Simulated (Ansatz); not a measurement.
**FGeH2 (doublet): density, localisation and related maps**

```yaml
atoms:
  - { symbol: F, position_ang: [0.1408, -0.5902, 1.4491] }
  - { symbol: Ge, position_ang: [0.3070, -0.2262, -0.2519] }
  - { symbol: H, position_ang: [-1.0780, -0.5211, -0.8874] }
  - { symbol: H, position_ang: [0.6856, 1.2771, -0.3301] }
```

Theory: UKS PBE0-D4/def2-SVP (Ansatz 0.2.0).

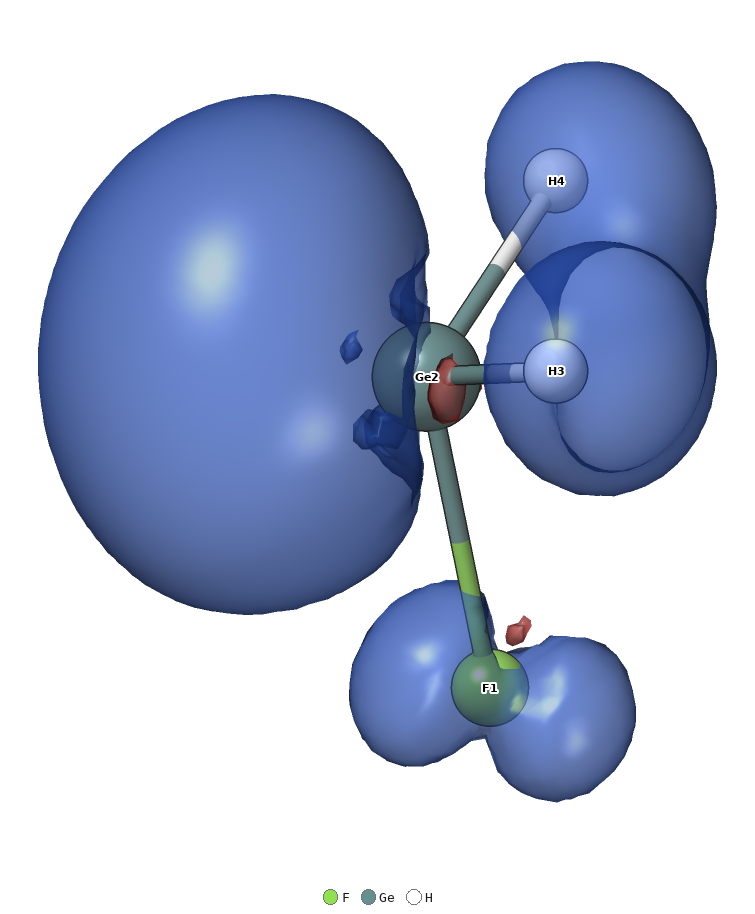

Figure 1. Isosurfaces of the spin density (α minus β) at +0.02 (blue) and −0.02 e/Å³ (red), seen at an oblique angle.

Which atoms carry the spin?

The unpaired spin (1 electron) lies mostly on Ge2 (about 0.8), H3 (about 0.1), H4 (about 0.1) and F1 (about 0.1), in electrons by Hirshfeld's partition.

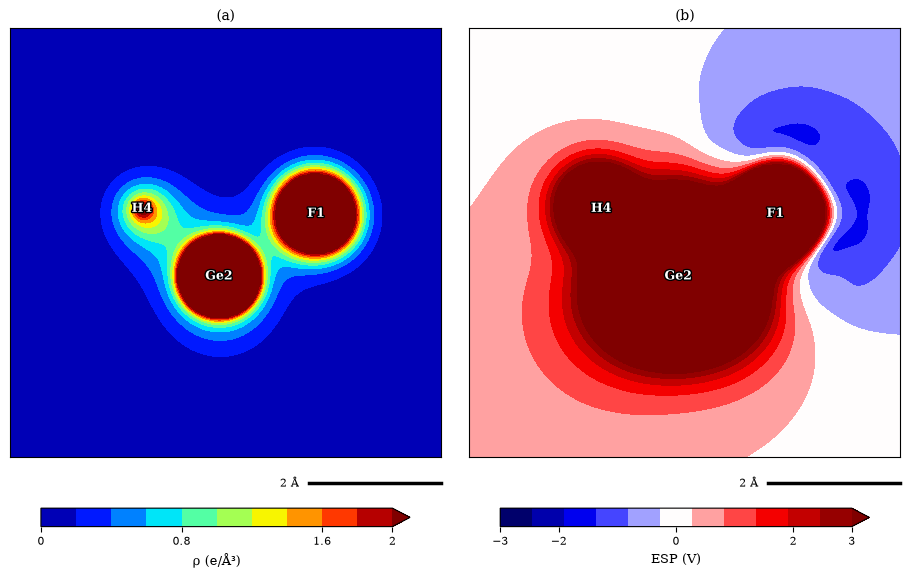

Figure 2. (a) total electron density; (b) electrostatic potential on the plane of atoms F1, Ge2 and H4.

Read the bonding off the picture.

- The plane passes through F, Ge and H nuclei.
- Ge–F (1.75 Å): ρ at the midpoint is about 0.88 e/Å³.
- Ge–H (1.55 Å): ρ at the midpoint is about 1 e/Å³.
- Outside the dense part of the molecule the potential is most negative (−1.5 V) near F1.

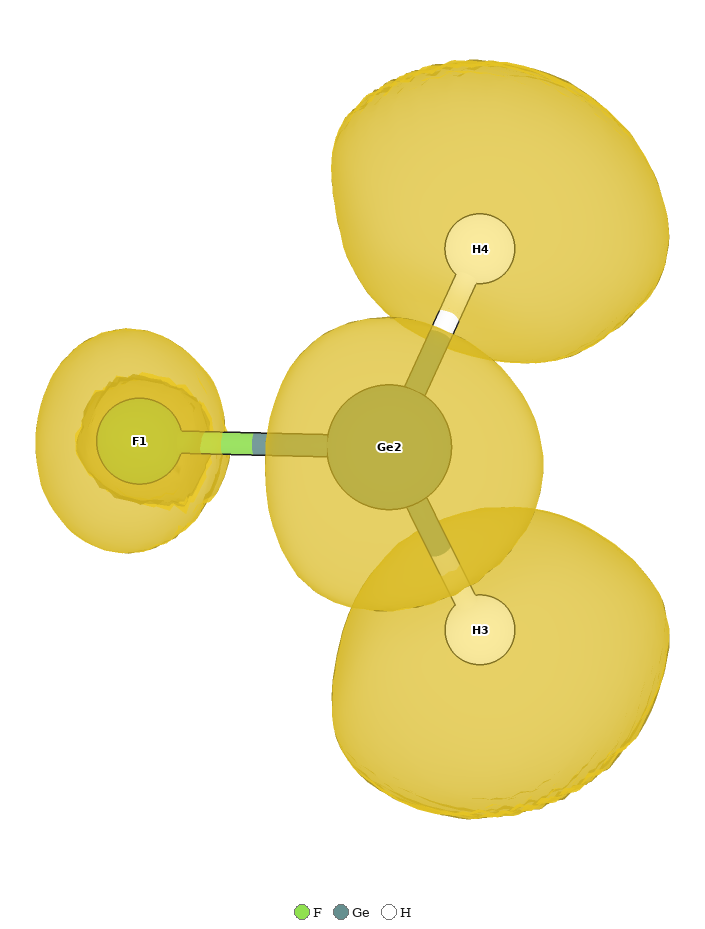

Figure 3. Isosurface of the electron localisation function at 0.8 (yellow), seen across its widest extent. Core shells and regions of very low density are left out.

Where are the electrons localised?

At this value the surface marks out two regions around hydrogen nuclei, one lobe on Ge, pointing away from the bonds (non-bonding electrons) and one region wrapped around F (its valence shell). Profiles from the grid: Ge–F (1.75 Å): the ELF peaks at about 0.80 in the valence shell of F, 0.6 Å from its nucleus, and is about 0.20 at the midpoint. Ge–H (1.55 Å): the ELF climbs to about 1 towards the hydrogen.
